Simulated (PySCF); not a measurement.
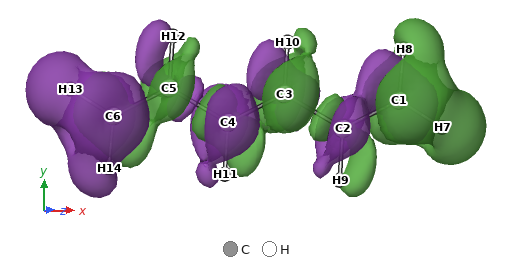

Figure 1: C6H8, SMILES `C=CC=CC=C`. Change of the electron density in a uniform field of 0.21 V/Å, surfaces at ±0.002 e/Å³ (purple: gain, green: loss).

PySCF calculation, PBE0/def2-SVPD, gas phase; geometry: GFN2-xTB. No frequency check shows the geometry to be a minimum.

**Along which Cartesian direction does the field point?**

Along +x: electrons gather on the −x side, against the field.

**How large is the response?**

The induced dipole is 1.66 D (along the field); α along this axis, from the fields in both directions, is 163 bohr³ (24.2 Å³).

**Which atoms gain and lose the most charge?**

Electrons gather most on C6 (Hirshfeld charge changes by −0.022 e) and leave C1 most (+0.022 e); 0.101 electrons are displaced in all.
